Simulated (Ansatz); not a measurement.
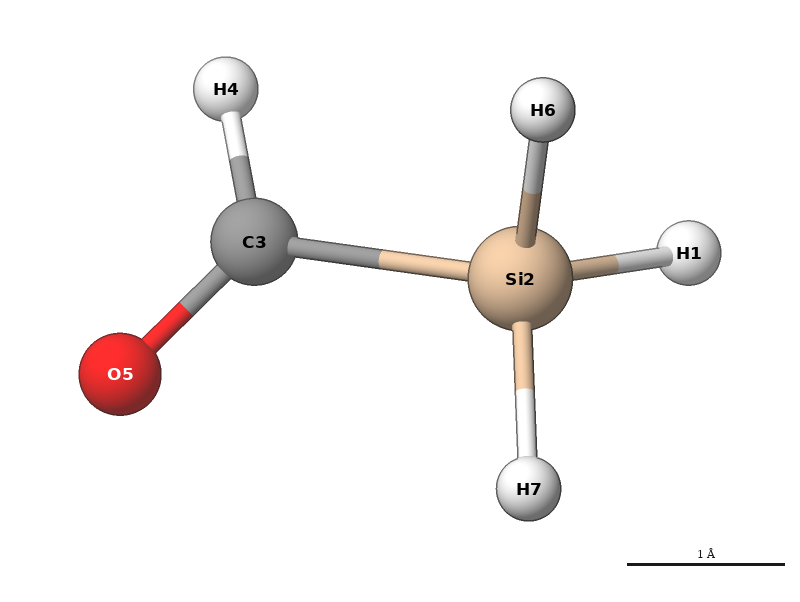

Orthographic view with a scale bar. Computed geometry: PBE0-D4/def2-TZVP optimisation.

Give an XYZ file in the frame of the picture: x to the right, y up, z towards the viewer, origin at the mean of the atomic positions.

```xyz
7
CH4OSi
H    1.77   0.06  -0.65
Si   0.69  -0.10   0.37
C   -1.00   0.13  -0.52
H   -1.18   1.10  -1.04
O   -1.86  -0.71  -0.53
H    0.84   0.97   1.38
H    0.75  -1.45   0.99
```
